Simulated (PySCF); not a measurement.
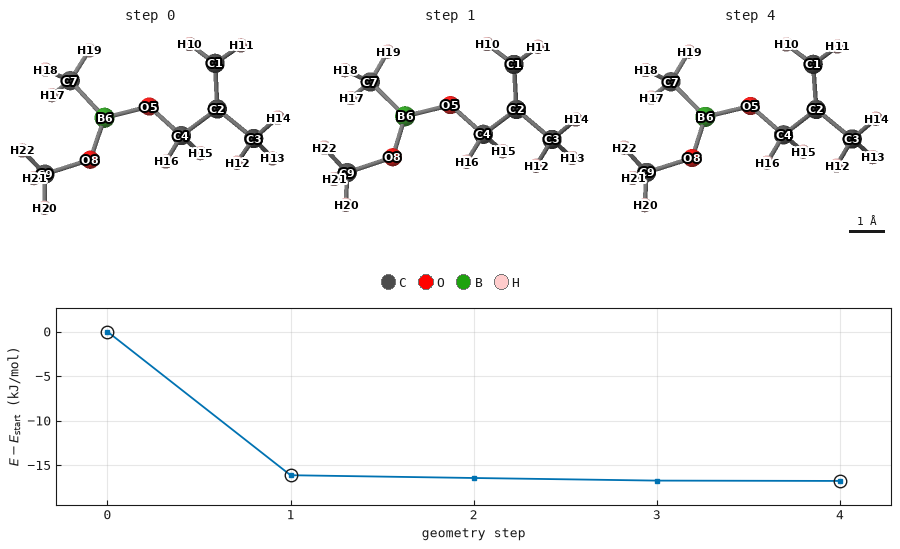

Frames of a relaxation of C₆H₁₃BO₂, marked on the history of the run. The picture is a ball-and-stick view, seen at a tilt.

The start comes from GFN2-xTB. Its atoms were then displaced at random by about 0.01 Å.

These are results of PBE0-D3(BJ)/def2-SVP geometry optimisation, gas phase in PySCF, not measurements. 

Question: Describe the path.

Answer: Over 4 geometry steps the energy falls by 16.8 kJ/mol. The largest move after the best rigid fit is that of H11, 0.17 Å. Largest moves by element: H 0.17 Å, C 0.11 Å, O 0.08 Å, B 0.06 Å. Some distances before and after: C1–H10 1.045 → 1.092 Å, C2–C4 1.542 → 1.502 Å, B6–C7 1.611 → 1.574 Å, C7–H17 1.082 → 1.103 Å. Among the angles between lasting bonds that change: H20–C9–H22 111.8° → 108.1°, O8–C9–H21 108.9° → 111.8°, H15–C4–H16 109.0° → 106.3°. Cost: 2.5 min on 1 thread of Arm Neoverse N1, with other jobs on the host. From step 0 to 1: H atoms move most (0.18 Å), energy −16.1 kJ/mol. From step 1 to 4: H21 moves most (0.05 Å), energy −0.64 kJ/mol.

```json
{"step": "0", "E − E(0), kJ/mol": "0.00"}
{"step": "1", "E − E(0), kJ/mol": "-16.12"}
{"step": "2", "E − E(0), kJ/mol": "-16.43"}
{"step": "3", "E − E(0), kJ/mol": "-16.73"}
{"step": "4", "E − E(0), kJ/mol": "-16.76"}
```
